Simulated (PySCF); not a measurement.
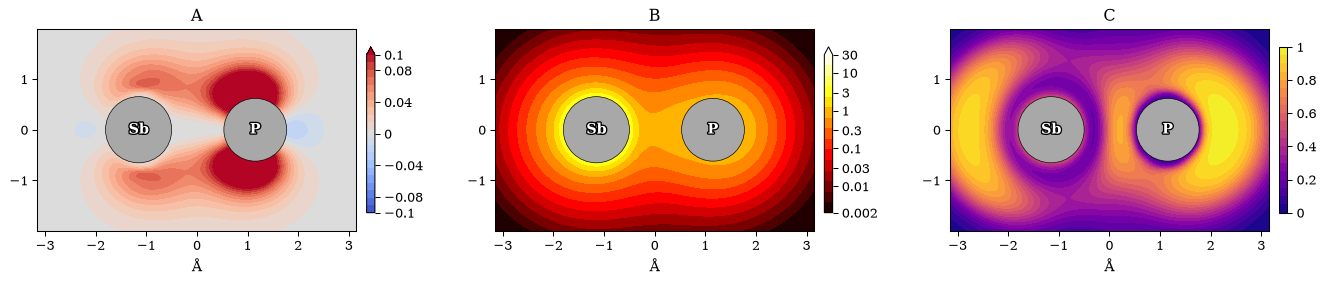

SbP (charge +1, doublet): 3 fields on a plane that holds the molecular axis, with unlabelled colour scales. Grey discs cover the atomic cores.

Core potentials replace the inner electrons of Sb.

The calculation used PBE0/cc-pVDZ(-PP), non-relativistic Hamiltonian with scalar-relativistic core potentials where named, at a bond length of 2.304 Å in PySCF 2.14.0.

Question: The panels show electron density, electron localisation function and spin density in some order. Assign them.

Answer: Panel A: spin density (confined to the atoms that carry the unpaired spin). Panel B: electron density. Panel C: electron localisation function. From the grid: Sb–P (2.30 Å): ρ at the midpoint is about 0.75 e/Å³; the ELF peaks at about 0.80 in the valence shell of P, 1.0 Å from its nucleus, and drops to about 0.20 between the two atoms.
